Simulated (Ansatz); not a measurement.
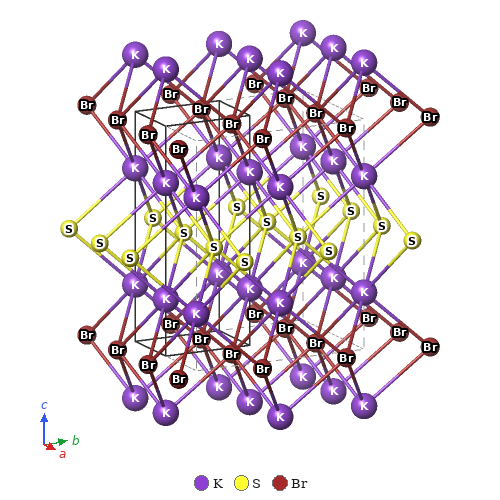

K2SBr (space group P-6m2, No. 187). Coordinates: coordinates from a relaxation with DFT PBE, scalar-relativistic, plane waves, PAW in Ansatz 0.2.0; the starting structure was generated, so it need not be a known form of this composition.

Bonds are taken as Br–K below 3.7 Å and K–S below 3.7 Å. Simplification: prune 0- and 1-connected atoms, fold 2-connected ones into links.

**What kind of net remains, and which atoms are its nodes?**

A binodal (6,6)-connected, three-periodic net: S and Br are 6-connected nodes; K is a 6-connected node, in the ratio 1:1.

**Does the net have a name?**

It is the nia net, known from NiAs.

**Is the net interpenetrated?**

It is a single net, without interpenetration.

**Give the point symbol of each node (shortest cycle at each angle).**

S and Br: 4^9.6^6; K: 4^12.6^3.

**How many nodes does the smallest cycle have?**

Four.

The simplified net, drawn on the atoms' positions. Nodes are coloured by element. Short stubs are edges that leave the cut-out.

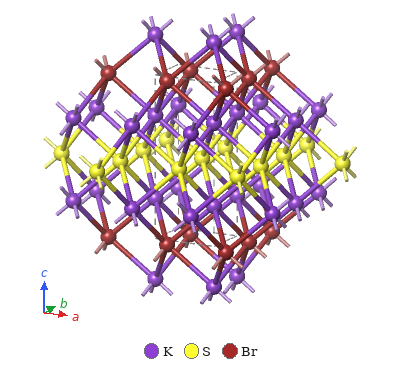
